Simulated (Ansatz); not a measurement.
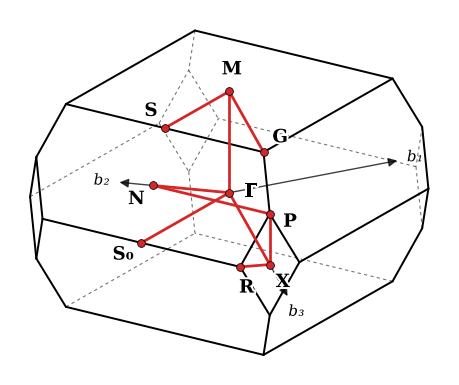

Crystal: TiO2, coordinates from a relaxation with DFT PBE, scalar-relativistic, plane waves, PAW in Ansatz 0.2.0. The figure shows the first Brillouin zone with its special points and a band path. Geometry calculated from the standardised cell; symmetry tolerance 0.002 Å.

Labels and path follow the convention of Hinuma et al. (2017), as computed by seekpath; the arrows show the directions of the reciprocal primitive vectors b₁, b₂, b₃.

Question: Name the Bravais lattice of the crystal.

Answer: A body-centred tetragonal lattice (tI; extended symbol tI2). The zone is a truncated octahedron in its combinatorial type: 14 faces (6 with 4 edges, 8 with 6 edges), 36 edges, 24 vertices.

Question: Write the standard path through the labelled points.

Answer: Γ–X–P–N–Γ–M–S | S₀–Γ | X–R | G–M
